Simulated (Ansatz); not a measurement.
## A correction line for wB97M-V/def2-TZVPP: vertical ionisation energy

The vertical ionisation energy (cation less neutral) in eV of 6 molecular compounds of Ge: x at wB97M-V/def2-TZVPP, y at CCSD(T)/def2-TZVPP. Shapes, held fixed at every level: PBE0-D4/def2-TZVP. Flexible molecules stand in one conformer, not always the lowest. Programs: Ansatz 0.2.0.

```
                    molecule  x (eV)  y (eV)
                    GeH(NH2)    9.02    8.98
                     GeH(SH)    9.43    9.38
GeBrCl (SMILES [Cl][Ge][Br])   10.12   10.04
                     Ge(OH)2   10.50       ?
                     Ge(OH)F   11.01   10.97
    GeF2 (SMILES [F][Ge][F])   11.68   11.64
```

**Question.** Fit y = c + s·x to the known rows and predict y for Ge(OH)2.

**Answer.** 
1. Means of the 5 rows: x = 10.2520, y = 10.202.
2. Σ(Δx)² = 4.8247, Σ(Δx·Δy) = 4.8382, so the slope is 4.8382/4.8247 = 1.0028.
3. Intercept: 10.202 − (1.0028) × 10.2520 = -0.079. The largest residual of the fit is 0.030.
4. Ge(OH)2: -0.079 + 1.0028 × 10.50 = 10.45 eV.

CCSD(T)/def2-TZVPP gives 10.42 eV, so the prediction is off by +0.03 eV, about the largest residual. Uncorrected, wB97M-V/def2-TZVPP misses Ge(OH)2 by +0.08 eV, and the other rows by 0.05 on average. The line removes about 60 % of this miss. Left out in turn, the other rows are missed by 0.02 eV on average, so much of the error is systematic among these molecules. Cations run unrestricted. Relativity is left out for Br, Ge. Outer-core shells of Br, Ge are correlated, in sets that cover them unevenly.

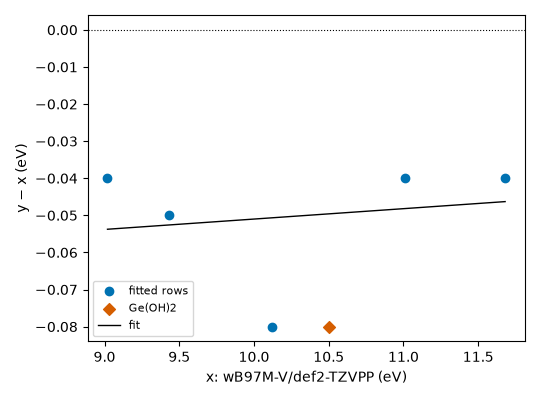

The correction y − x against x, with the fitted line and the withheld molecule.
